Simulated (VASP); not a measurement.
Given:

```
CELL_PARAMETERS angstrom
     -0.00053     5.44103     5.43851
      5.44103    -0.00053     5.43851
      2.72025     2.72025     0.00000
ATOMIC_POSITIONS crystal
  Sr 0.00000 0.00000 0.00000
  O  0.24468 0.24468 0.51065
  O  0.23951 0.76049 0.50000
  O  0.76049 0.23951 0.50000
  O  0.75532 0.75532 0.48935
  Ba 0.00000 0.50000 0.00000
  Ba 0.50000 0.00000 0.00000
  Ba 0.50000 0.50000 0.00000
```

Calculation: PBEsol GGA, VASP's PBE PAW potentials (set 64) (plane waves; VASP). Run with 520 eV cut-off, 4×4×8 Γ-centred mesh, tetrahedra with Blöchl corrections, potentials Sr_sv O Ba_sv.

Unless said otherwise, spin-orbit coupling is left out, though it shifts the bands of the heavy elements here.

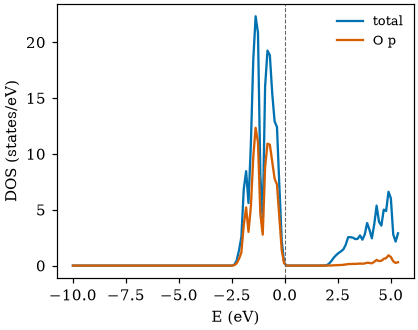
Figure: Total and projected density of states, zero at the valence-band maximum

Within 2 eV below the valence-band maximum the largest weight inside VASP's projection spheres is O p.

The gap is direct, 1.88 eV, from the valence maximum at T to the conduction minimum at T.

The structure was generated: Ba3SrO4 was put into an ordered model structure (Cmmm), which need not be its known phase. It was relaxed first.
